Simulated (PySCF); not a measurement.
Vertical excitations of a molecule C₂H₇ClOSi from TDDFT-PBE0/def2-SVPD (PySCF), as energy in eV (oscillator strength): 6.32 (0.007), 6.52 (0.001), 7.32 (0.011), 7.36 (0.021), 7.70 (0.053), 7.75 (0.013), 7.76 (0.071), 7.94 (0.029), 8.07 (0.044), 8.11 (0.011). Lowest triplet (TDA): 6.05 eV. The structure is a stationary point at PBE-D3(BJ)/def2-SVP. Other conformers were not sampled.

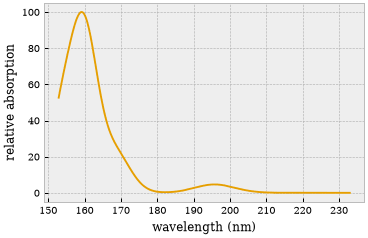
*The lines broadened by 0.4 eV.*

Q: Pick the molecule that these values belong to.
A) CC[Si@@H](O)Cl
B) C[C@@H](O)[SiH2]Cl
C) CO[Si@@H](C)Cl
D) C[Si@H](Cl)CO

A: B, C[C@@H](O)[SiH2]Cl
